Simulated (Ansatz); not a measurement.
# SiH4···SiH4: what the fields show

Input file:

```
crystal:
  periodic: [false, false, false]
  atoms:
    - { symbol: Si, position_ang: [-0.357303, 0.191642, -0.476738] }
    - { symbol: Si, position_ang: [-0.28884, -0.188317, 2.933173] }
    - { symbol: H, position_ang: [-0.853906, -0.663656, 4.245621] }
    - { symbol: H, position_ang: [0.782388, -1.143038, 2.490061] }
    - { symbol: H, position_ang: [0.305216, 1.180226, 3.120246] }
    - { symbol: H, position_ang: [0.741253, 0.834877, 0.32159] }
    - { symbol: H, position_ang: [-0.295028, 0.694568, -1.894526] }
    - { symbol: H, position_ang: [-0.167424, -1.298574, -0.471113] }
    - { symbol: H, position_ang: [-1.647521, 0.50484, 0.164609] }
    - { symbol: H, position_ang: [-1.351636, -0.112566, 1.910477] }
basis:
  gaussian: { orbitals: def2-SVP }
hamiltonian:
  xc: pbe
relax:
  f_tol: 0.03
  max_steps: 50
output:
  orbitals: {}
```

Run with:

```sh
ansatz run input.yaml --threads 1 --pin off --max-ram 2048MiB --backend cpu --events-out ev --progress --plain --runs-dir out
```

The fields are those of the run's last geometry, not of the input's.

Theory: Ansatz 0.2.0, RKS PBE/def2-SVP.

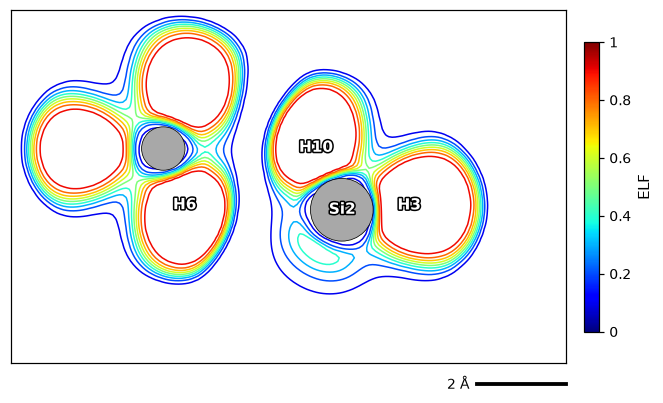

Figure 1. Electron localisation function on the plane of atoms H3, Si2 and H10. Grey discs cover the atomic cores.

What do the fields say about this system?

- The plane passes through Si and H nuclei.
- Si–H (1.50 Å): the ELF climbs to about 1 towards the hydrogen, as it does in any bond to H.

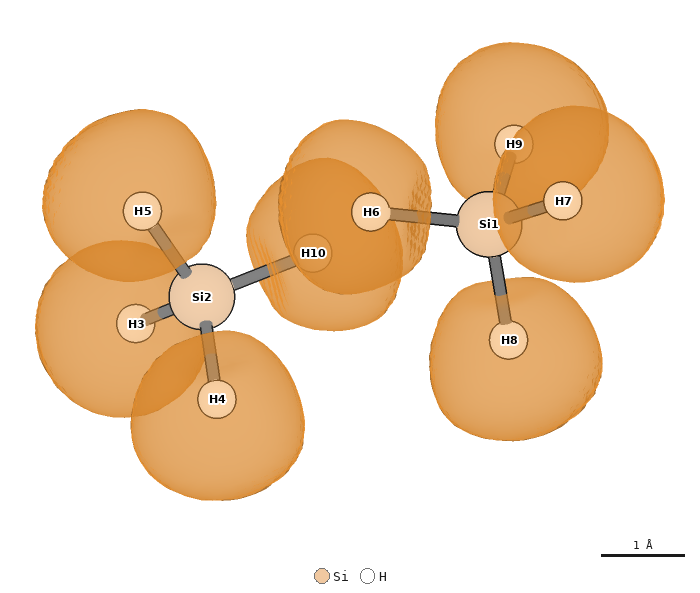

Figure 2. Isosurface of the ELF at 0.9 (orange), seen at a tilt. Core shells and regions of very low density are left out.

Where are the electrons localised?

The surface consists of eight regions around hydrogen nuclei. Profiles from the grid: Si1···Si2 (4.24 Å): the ELF dips to about 0 between them (a non-bonded, intermolecular contact).

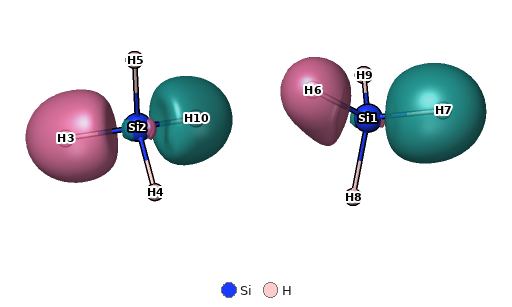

Figure 3. The HOMO at ±0.15 Å⁻³ᐟ² (teal and pink are the two phases), seen at a tilt.

Describe this orbital and give its energy.

Its weight (Hirshfeld) is mainly on Si1 (about 20 %), Si2 (about 20 %), H7 (about 20 %), H3 (about 15 %), H10 (about 10 %) and H6 (about 10 %). Its energy is −8.27 eV.
